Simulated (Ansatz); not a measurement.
Consider OsF2 (1T sheet).

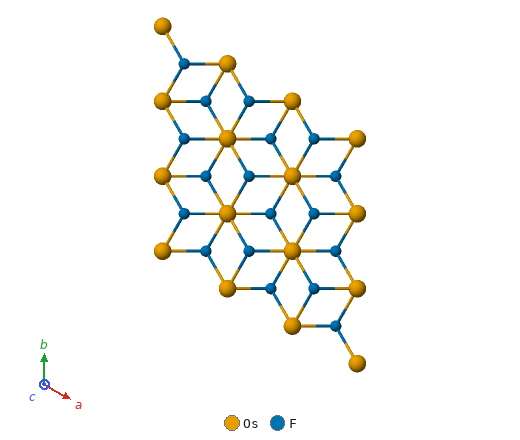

The structure (osmium orange, fluorine blue). 3×3×1 cells are drawn. Some periodic images of atoms are drawn too.

The cell holds 3 atoms: 1 Os and 2 F. Cell: a = 3.323 Å, b = 3.323 Å, c = 28.981 Å, α = 90.0°, β = 90.0°, γ = 120.0°. Vacuum lies along c.

```
Os F
1.0
     0.00000    2.34990    2.34990
     2.34990   -2.34990    0.00000
    16.73236   16.73236  -16.73236
Os F
1 2
Direct
  0.00000 0.00000 0.32074
  0.33333 0.66667 0.35033
  0.66667 0.33333 0.29114
```

The structure was relaxed with PBEsol. The structure was generated from a model, not taken from a measurement. The runs that relaxed it are not among those shown. The program's search for lower electronic states was switched off, so nothing shows that the state found is the lowest. Spin-orbit coupling is left out unless a run names it. PAW set soft_2, made with PBE.

A constrained-RPA run (Ansatz 0.2.0; non-magnetic PBEsol; Os t2g, bands v3 to v1, 6×6×1 mesh, medium accuracy) builds 3 functions on bands 0.95 eV wide, with 6.0 electrons in the window. The bare on-site interaction is 13.3 eV and the bare J 0.52 eV.

**Question.** What U and J survive the screening?

On the Os t2g shell, U = 4.43 eV (33 % of the bare value), U′ = 3.59 eV, J = 0.35 eV.

The parent state is non-magnetic and the interaction static (zero frequency); U depends on the window and the orbitals, so it belongs to this model alone. Spin-orbit coupling, which is strong for atoms this heavy, is left out.

[Paths, hosts, dates, memory and timing lines, banners, echoed tables and standing remarks are left out of the program output.]

[Logs are printed without paths, hosts, clocks, repeated set-up lines and the standing remarks that a program may print on its own settings, such as how far it seeks lower states.]

[Runs of the session that timed out or met a known fault of the program may be left out.]

[Hosts, paths, dates, database ids (printed as entryN), source tags and the programs' standing remarks are cut or masked in the printed files.]
